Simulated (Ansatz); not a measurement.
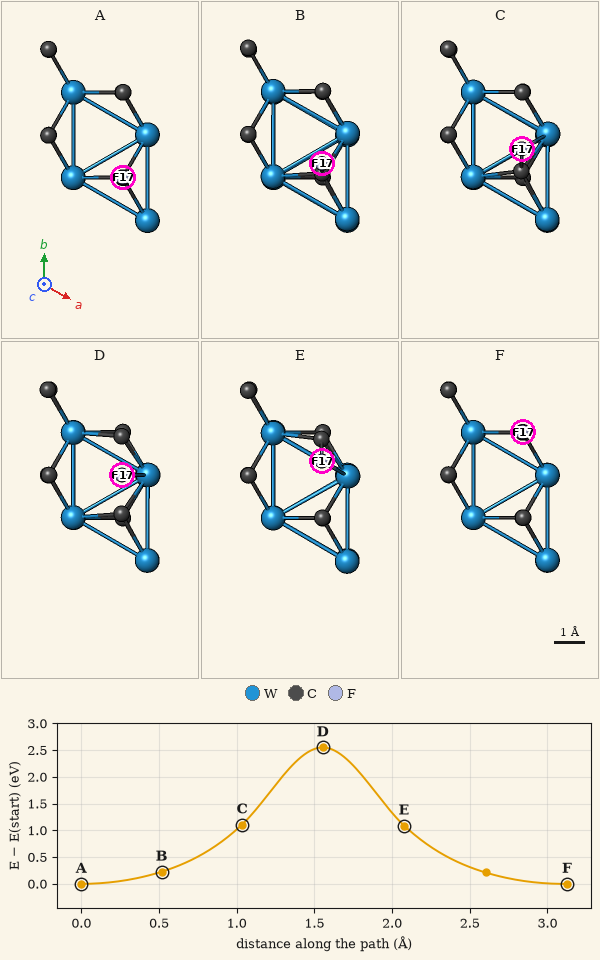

A search for the minimum-energy path of F on WC(001) (17 atoms in the cell) by the nudged elastic band. Images are numbered from 0 (start) to 6 (end). Frames A to F are images 0, 1, 2, 3, 4, 6. The picture is a ball-and-stick view of the simulation cell, with the vacuum cut short (origin moved), seen along the c axis. The moving atom is ringed, with any periodic copies. Bonds to atoms that aren't drawn are left out.

All numbers below come from DFT PBEsol, scalar-relativistic, plane waves, PAW in Ansatz 0.2.0. Run with plane-wave cutoff 420 eV; k-point mesh 4 × 4 × 1; Gaussian smearing 0.15 eV; 4 atoms held fixed; 5 movable images; climbing image; force threshold 0.03 eV/Å; iteration limit 41; spring constant 1.0 eV/Å²; starting path by image-dependent pair potential.

**Describe the mechanism and the energy profile.**

The barrier is about 2.55 eV in both directions, with image 3 at the top; the ends have the same energy. The adsorbate starts on a hollow site and hops by a lattice vector of the surface; other mechanisms, such as exchange with a surface atom, weren't searched. The F atom travels furthest, 2.89 Å from end to end, on a path that bends up to 0.12 Å away from the straight line. At the highest image its nearest neighbour (C) is 1.86 Å away, against 1.32 Å at the start, and the surrounding atoms stand up to 0.14 Å off the mean of their end positions. Breaking: C–F (1.32 → 3.25 Å). Forming: C–F (3.24 → 1.32 Å). The band converged in 9 iterations. The largest component of the band force went from 3.4 to 0.012 eV/Å. The climbing image converged on the top of the path. A check of its curvatures didn't confirm a first-order saddle.

Limits of the set-up: the cell has an odd number of electrons but was run without spin polarisation; the periodic images lie only 5.8 Å apart, so the values are limited by the cell's size.

PAW datasets: the set soft_1.
